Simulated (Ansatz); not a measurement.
# Molecular dynamics of MgH$_{20}$Cl$_{2}$O$_{10}$ (part 2 of 2)

MgH$_{20}$Cl$_{2}$O$_{10}$ (disordered cell, 33 atoms in the cell); DFT PBE, scalar-relativistic, plane waves, PAW, no spin polarisation (Ansatz 0.2.0); cutoff 420 eV, 1×1×1 k-mesh, Fermi–Dirac smearing of 0.05 eV. It belongs to a series of runs on one base structure; here: dynamics from the start.

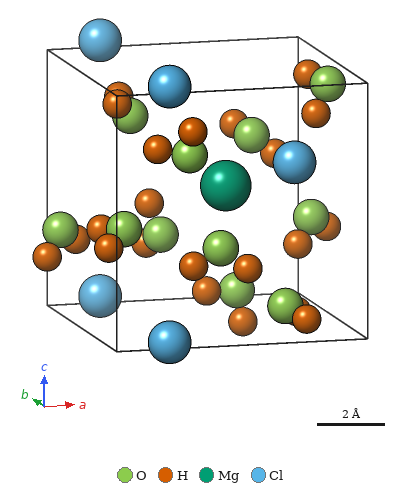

*The geometry at step 66 of the log (spheres-only view of the cell of the calculation, seen slightly off an axis).*

### Output, continued
```
md step    50: t =    25.00 fs  T =   308.8 K  F+E_penalty+E_count = -10081.92838374 eV  E_kin = 1.317091 eV  (7 SCF iters)
md step    51: t =    25.50 fs  T =   312.8 K  F+E_penalty+E_count = -10081.98516639 eV  E_kin = 1.334264 eV  (6 SCF iters)
md step    52: t =    26.00 fs  T =   337.7 K  F+E_penalty+E_count = -10082.06602607 eV  E_kin = 1.440284 eV  (6 SCF iters)
md step    53: t =    26.50 fs  T =   367.7 K  F+E_penalty+E_count = -10082.14447235 eV  E_kin = 1.568500 eV  (6 SCF iters)
md step    54: t =    27.00 fs  T =   364.5 K  F+E_penalty+E_count = -10082.19938764 eV  E_kin = 1.554772 eV  (6 SCF iters)
md step    55: t =    27.50 fs  T =   371.1 K  F+E_penalty+E_count = -10082.22953151 eV  E_kin = 1.582754 eV  (6 SCF iters)
md step    56: t =    28.00 fs  T =   382.0 K  F+E_penalty+E_count = -10082.24160246 eV  E_kin = 1.629461 eV  (6 SCF iters)
md step    57: t =    28.50 fs  T =   383.8 K  F+E_penalty+E_count = -10082.24048274 eV  E_kin = 1.637055 eV  (6 SCF iters)
md step    58: t =    29.00 fs  T =   372.9 K  F+E_penalty+E_count = -10082.24277200 eV  E_kin = 1.590792 eV  (6 SCF iters)
md step    59: t =    29.50 fs  T =   378.0 K  F+E_penalty+E_count = -10082.25148413 eV  E_kin = 1.612583 eV  (6 SCF iters)
md step    60: t =    30.00 fs  T =   390.0 K  F+E_penalty+E_count = -10082.26596542 eV  E_kin = 1.663607 eV  (7 SCF iters)
md step    61: t =    30.50 fs  T =   388.0 K  F+E_penalty+E_count = -10082.28580459 eV  E_kin = 1.654925 eV  (6 SCF iters)
md step    62: t =    31.00 fs  T =   389.9 K  F+E_penalty+E_count = -10082.30694876 eV  E_kin = 1.663190 eV  (6 SCF iters)
md step    63: t =    31.50 fs  T =   393.5 K  F+E_penalty+E_count = -10082.32502034 eV  E_kin = 1.678443 eV  (6 SCF iters)
md step    64: t =    32.00 fs  T =   392.0 K  F+E_penalty+E_count = -10082.33221916 eV  E_kin = 1.672062 eV  (6 SCF iters)
md step    65: t =    32.50 fs  T =   388.5 K  F+E_penalty+E_count = -10082.32484425 eV  E_kin = 1.657218 eV  (6 SCF iters)
md step    66: t =    33.00 fs  T =   407.0 K  F+E_penalty+E_count = -10082.30722922 eV  E_kin = 1.736051 eV  (6 SCF iters)
md step    67: t =    33.50 fs  T =   397.0 K  F+E_penalty+E_count = -10082.28967146 eV  E_kin = 1.693623 eV  (6 SCF iters)
md step    68: t =    34.00 fs  T =   406.0 K  F+E_penalty+E_count = -10082.28267251 eV  E_kin = 1.731705 eV  (6 SCF iters)
md step    69: t =    34.50 fs  T =   412.5 K  F+E_penalty+E_count = -10082.27942363 eV  E_kin = 1.759509 eV  (6 SCF iters)
md step    70: t =    35.00 fs  T =   399.5 K  F+E_penalty+E_count = -10082.26339910 eV  E_kin = 1.704302 eV  (7 SCF iters)
md step    71: t =    35.50 fs  T =   418.3 K  F+E_penalty+E_count = -10082.22970550 eV  E_kin = 1.784503 eV  (6 SCF iters)
md step    72: t =    36.00 fs  T =   417.4 K  F+E_penalty+E_count = -10082.18281438 eV  E_kin = 1.780503 eV  (7 SCF iters)
md step    73: t =    36.50 fs  T =   430.3 K  F+E_penalty+E_count = -10082.14628647 eV  E_kin = 1.835437 eV  (6 SCF iters)
md step    74: t =    37.00 fs  T =   426.5 K  F+E_penalty+E_count = -10082.13448246 eV  E_kin = 1.819257 eV  (6 SCF iters)
md step    75: t =    37.50 fs  T =   451.2 K  F+E_penalty+E_count = -10082.15816448 eV  E_kin = 1.924765 eV  (6 SCF iters)
md step    76: t =    38.00 fs  T =   460.3 K  F+E_penalty+E_count = -10082.20432231 eV  E_kin = 1.963578 eV  (6 SCF iters)
md step    77: t =    38.50 fs  T =   478.5 K  F+E_penalty+E_count = -10082.26538100 eV  E_kin = 2.040969 eV  (6 SCF iters)
automatic band count: iteration 1 solves 60 bands in place of 85: the levels show a gap, and the empty bands left out lie too high to hold charge; the band table lists the bands solved (type scf.n_extra_bands for more)
pre
[...]
md step   300: t =   150.00 fs  T =   432.1 K  F+E_penalty+E_count = -10082.39621360 eV  E_kin = 1.843079 eV  (8 SCF iters)
```

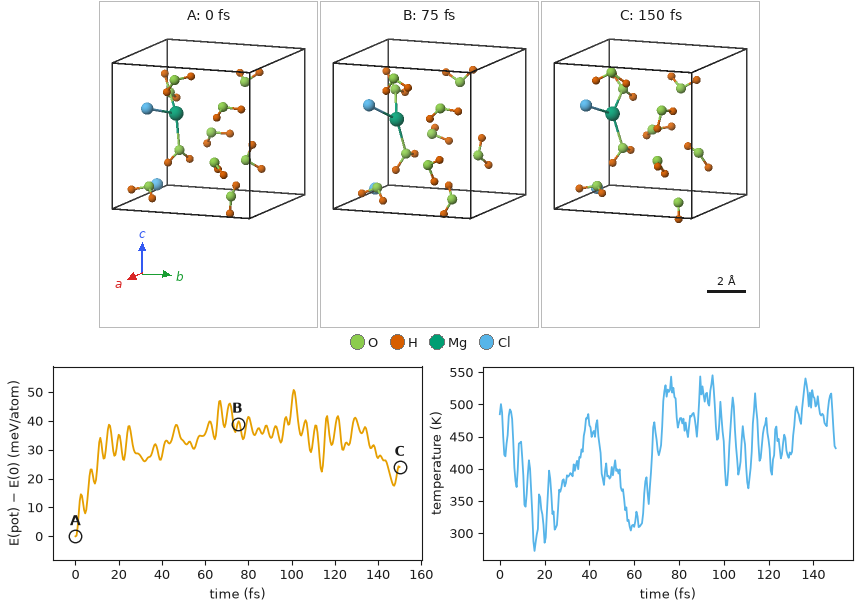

*Frames of the molecular dynamics (ball-and-stick, simulation cell, seen slightly off an axis) above the curves, on which the letters mark them.*

The trajectory kept here has 301 frames over 150 fs. The temperature starts at 485 K, ranges from 273 to 545 K and averages 469 K over the second half. The potential energy ends 24.0 meV/atom above its first value. With the common drift removed, the root-mean-square displacement is 0.64 Å, and H5 has moved furthest (1.45 Å).

```
SCF converged after 8 iterations
Free energy (F): -10082.396214 eV
Harris-Foulkes:  -10082.396214 eV  (|F-HF|=3.64e-9)
Internal energy: -10082.396214 eV  (E = F + TS)
E sigma→0 (E₀):  -10082.396214 eV
Fermi energy:    -0.484732 eV
--- Per-component energies (eV) ---
  E_band       = -1334.846109
  E_kinetic    = 2418.294596
  E_local      = -9648.114762  (includes V_loc(G=0)·N_el)
  E_nonlocal   = 668.363077
  E_hartree    = 3532.374152
  E_xc         = -1148.922599
  E_vxc        = -1438.333162  (∫ρ·V_xc dr)
  E_paw        = -3209.089606  (= ΣΔE_a)
  E_vpaw       = -399.809092  (= ΣTr[D̂ρ^β])
  E_aug_tail   = 0.001217  (compensation charges beyond the density's cutoff)
  E_ewald      = -2695.302289
  E_smearing   = -0.000000  (= −TS)
  E_closure    = -0.000000  (closes the sum)
  Σ components = -10082.396214   (vs F -10082.396214, Δ=0.00e0)
--- Forces (eV/Å), atoms counted from 1 ---
  atom   1  O     -0.53387212     1.32899523    -2.07892763
  atom   2  H      0.92107080    -0.40676628     0.80309666
  atom   3  H     -0.74602868    -0.93854536     1.21007232
  atom   4  O     -2.88934568    -0.68681748     2.48466596
  atom   5  H      1.22309149     0.28681701    -2.61957957
  atom   6  H      1.47854296     0.53056132     0.11646115
  atom   7  O     -3.69713891     1.11213686     1.39027346
  atom   8  H      1.86864716     0.13172147     0.26520778
  atom   9  H      1.14021979    -1.01589415    -1.79457561
  atom  10  O     -0.31866251     0.39412832    -0.62158591
  atom  11  H     -0.23041449     0.84780365     0.06221000
  atom  12  H      0.41617526    -1.16505217     0.67968755
  atom  13  O      0.04188666     1.44698481     0.05111756
  atom  14  H     -0.07222749    -0.04101641    -0.23301787
  atom  15  H      0.35076954    -1.33980705    -0.12374490
  atom  16  O     -1.93332290     0.85443857    -0.08841078
  atom  17  H      0.88929943     0.60840350     0.51765615
  atom  18  H      1.26054736    -1.59814858    -0.38275559
  atom  19  O      1.08506530     2.26680917    -0.85149630
  atom  20  H     -1.06287737    -1.54720689     0.20865531
  atom  21  H     -0.05716201    -0.55757036     0.57203797
  atom  22  O      0.53040854     0.40367288    -0.72199075
  atom  23  H     -0.15430835     0.09841456     0.22037489
  atom  24  H     -0.38794356    -0.43537257     0.60584552
  atom  25  O      2.25470292    -1.33792696    -0.10561464
  atom  26  H      0.53732642     0.37343698     0.44758336
  atom  27  H     -2.77536999     0.94581409    -0.11419229
  atom  28  O      0.08050845    -0.42176808     0.11319920
  atom  29  H     -0.98552927     0.05716710    -0.32060350
  atom  30  H      1.15026295     0.12783325     0.13514532
  atom  31  Mg     1.22213475    -0.36750475     0.78918708
  atom  32  Cl     0.20712428    -0.08116340    -0.12314192
  atom  33  Cl    -0.81353722     0.12542941    -0.49285268
  max |Σ_I F_I| component: 4.35e-5 eV/Å
--- MD trajectory: 300 steps, t = 0.0 → 150.0 fs ---
  final state: T = 432.1 K   F+E_penalty+E_count = -10082.39621360 eV   E_kin = 1.843079 eV
```

### Trajectory as extended XYZ (Å, eV, eV/Å), 3 of the 301 frames kept, from step=0 to step=300
```
33
Lattice="7.8068 0.0000 0.0000 0.0000 7.8068 0.0000 0.0000 0.0000 7.8068" Properties=species:S:1:pos:R:3:forces:R:3 step=0 time_fs=0.0 energy=-10083.18937 temperature=484.8
O     2.3876    1.0918    5.4246   -0.2774   0.0807  -0.1405
H     1.5069    1.1238    5.0008    0.2185   0.1262   0.1425
H     2.2312    0.7466    6.3748   -0.0701  -0.0333   0.0822
O     5.2958    5.7442    0.6385   -0.5586  -0.0288   0.0466
H     5.1125    5.6118   -0.3158    0.1919   0.0707   0.1845
H     4.3992    5.6763    1.0790    0.4636   0.0313  -0.0761
O     3.9447    2.2704    2.6701    0.1849  -0.0287   0.0208
H     3.2175    2.5622    2.0957   -0.2134   0.0664   0.1026
H     4.6810    1.9179    2.0959    0.1648  -0.0691  -0.2721
O     7.3667    3.3727    7.0464   -0.3514  -0.1228  -0.1485
H     7.0425    2.7976    6.3094    0.0893   0.1737   0.2337
H     6.6334    4.0120    7.1684    0.2258  -0.0900   0.0368
O     5.8452    1.3109    0.9717    0.1579  -0.1917   0.0377
H     6.5551    1.7744    0.4794   -0.1584   0.0900   0.0736
H     5.9682    0.3613    0.7633   -0.1779   0.2054   0.1010
O     1.1897    2.9748    3.2041   -0.2227  -0.1388  -0.3338
H     0.6670    2.5255    2.5045    0.2625   0.1615   0.3405
H     0.8784    3.9077    3.1543    0.0613  -0.0911  -0.0067
O     2.9197    5.6365    2.1879    0.3389   0.5292   0.9208
H     3.1105    6.0765    3.0616   -0.2616  -0.5617  -0.9821
H     2.4276    6.3244    1.6762    0.0337   0.0978  -0.1111
O     1.7764    5.1250    6.1444   -0.0289  -0.0145   0.0480
H     1.7210    5.9265    6.7084    0.0106  -0.1086  -0.0157
H     1.0564    4.5478    6.4805    0.0688   0.0230  -0.0126
O     5.5519    5.3844    5.4389    0.3576   0.3815  -0.2807
H     6.4438    5.3958    5.0138   -0.4437  -0.0366   0.1613
H     5.2734    6.3178    5.3242    0.0795  -0.2890   0.0517
O     7.4478    5.6697    2.8004   -0.3837   0.5024  -0.8796
H     7.8922    6.3734    2.2461   -0.4559  -0.8132   0.5938
H     6.5964    5.5185    2.3015    0.8566   0.1528   0.2006
Mg    3.8725    2.0557    4.6041   -0.2527   0.0219  -0.1875
Cl    1.6487    0.0715    0.3129   -0.0252  -0.0789  -0.0005
Cl    5.8871    1.2200    5.1366    0.1155  -0.0174   0.0689
33
Lattice="7.8068 0.0000 0.0000 0.0000 7.8068 0.0000 0.0000 0.0000 7.8068" Properties=species:S:1:pos:R:3:forces:R:3 step=150 time_fs=75.0 energy=-10081.90216 temperature=523.1
O     2.7423    1.4867    5.6751   -1.5517  -0.0109   0.2126
H     1.8003    1.6626    5.3932    0.9984  -0.2046   0.3944
H     2.5834    0.9183    6.5884    0.0003   0.2675  -0.7680
O     5.4520    5.8115    0.5216   -0.0879   0.3743   1.7271
H     5.4368    5.3350   -0.3003   -0.0410  -0.6443  -1.1138
H     4.8236    5.3600    1.1350    0.2877   0.4779  -0.5364
O     3.6090    2.4497    2.4447   -0.3271  -0.3467  -0.6544
H     2.6375    2.5484    2.2868   -0.1759  -0.0054   0.4181
H     3.9499    2.0023    1.5951    0.7870   0.2404   0.7970
O     7.5168    3.3301    7.1641   -0.3759  -1.8070  -0.0453
H     7.1930    2.7629    6.4102    0.1123   0.1287   0.6168
H     7.6083    4.1698    6.7368    0.0526   1.4260  -0.3435
O     5.3472    1.5123    0.8435    1.0767   4.4014   0.0862
H     5.9956    2.0945    0.2900   -1.3674  -1.0804   1.2296
H     5.4377    0.6723    0.5013    0.2803  -3.4400  -1.3329
O     1.1672    2.9435    3.1324   -2.5035  -0.6390   0.5879
H     0.1674    2.7074    3.2869    2.4806   0.2459  -0.4744
H     1.0550    3.8584    2.8039   -0.1726   0.4064   0.0481
O     2.9444    6.2819    2.4963   -0.2061  -0.0839  -0.1113
H     2.5140    6.3121    3.3567    0.0276  -0.1612   0.5382
H     2.2300    6.5828    1.8839    0.5135   0.1792  -0.2810
O     1.8874    4.8226    6.1449    0.0150  -0.0036  -0.3297
H     1.7468    5.5053    6.8285    0.1878   0.3467   0.1115
H     1.7628    3.9758    6.6018   -0.0308  -0.0355   0.1494
O     5.8239    5.2863    5.4159    0.2838  -0.2186  -0.0165
H     6.6734    5.0343    4.9812   -0.7503   0.6273   0.0550
H     5.6906    6.2489    5.2967    0.3427  -0.3752  -0.1447
O     7.5187    5.2687    2.6568   -0.7179  -1.9130  -1.4404
H     7.8316    6.0546    3.0380    0.7135   2.0743   0.7721
H     7.2094    5.5091    1.7430   -0.1476  -0.0738   0.5850
Mg    4.0281    2.0912    4.3299    0.3652  -0.3408   0.2021
Cl    1.6755   -0.0790    0.0951    0.0552   0.0655  -0.2829
Cl    5.9809    1.3009    5.3447   -0.1246   0.1223  -0.6561
33
Lattice="7.8068 0.0000 0.0000 0.0000 7.8068 0.0000 0.0000 0.0000 7.8068" Properties=species:S:1:pos:R:3:forces:R:3 step=300 time_fs=150.0 energy=-10082.39621 temperature=432.1
O     2.5453    1.7376    5.5082   -0.5339   1.3290  -2.0789
H     1.7206    1.9777    4.9625    0.9211  -0.4068   0.8031
H     2.3527    1.0947    6.2158   -0.7460  -0.9385   1.2101
O     6.0569    6.2930    0.3037   -2.8893  -0.6868   2.4847
H     6.4631    6.4723   -0.5067    1.2231   0.2868  -2.6196
H     5.1280    5.9582    0.1129    1.4785   0.5306   0.1165
O     4.0149    2.3181    2.6234   -3.6971   1.1121   1.3903
H     3.0159    2.3564    2.3623    1.8686   0.1317   0.2652
H     4.5268    1.9480    1.8923    1.1402  -1.0159  -1.7946
O     7.5887    3.1034    7.3111   -0.3187   0.3941  -0.6216
H     7.6233    2.2410    6.8194   -0.2304   0.8478   0.0622
H     7.1630    3.7771    6.6933    0.4162  -1.1651   0.6797
O     5.3621    1.4016    0.7612    0.0419   1.4470   0.0511
H     6.1170    1.9872    0.5293   -0.0722  -0.0410  -0.2330
H     5.6504    0.5066    0.6092    0.3508  -1.3398  -0.1237
O     1.1165    2.8299    3.1676   -1.9333   0.8544  -0.0884
H     0.4502    2.2358    2.7123    0.8893   0.6084   0.5177
H     0.5491    3.6886    3.3008    1.2605  -1.5981  -0.3828
O     3.1882    6.2932    2.4956    1.0851   2.2668  -0.8515
H     2.7452    5.5067    2.7325   -1.0629  -1.5472   0.2087
H     2.7957    6.6946    1.6647   -0.0572  -0.5576   0.5720
O     2.2341    4.9033    5.6912    0.5304   0.4037  -0.7220
H     2.0726    5.7333    6.1770   -0.1543   0.0984   0.2204
H     1.8616    4.2095    6.2337   -0.3879  -0.4354   0.6058
O     6.0729    5.3527    5.1752    2.2547  -1.3379  -0.1056
H     6.3902    5.2370    4.2428    0.5373   0.3734   0.4476
H     5.2144    5.6434    5.0086   -2.7754   0.9458  -0.1142
O     7.3025    5.6048    2.6945    0.0805  -0.4218   0.1132
H     8.1990    5.9871    2.5549   -0.9855   0.0572  -0.3206
H     6.6966    5.7800    1.9177    1.1503   0.1278   0.1351
Mg    4.1633    1.7896    4.4476    1.2221  -0.3675   0.7892
Cl    1.6764   -0.0904   -0.0494    0.2071  -0.0812  -0.1231
Cl    6.3106    1.1491    5.1989   -0.8135   0.1254  -0.4929
```
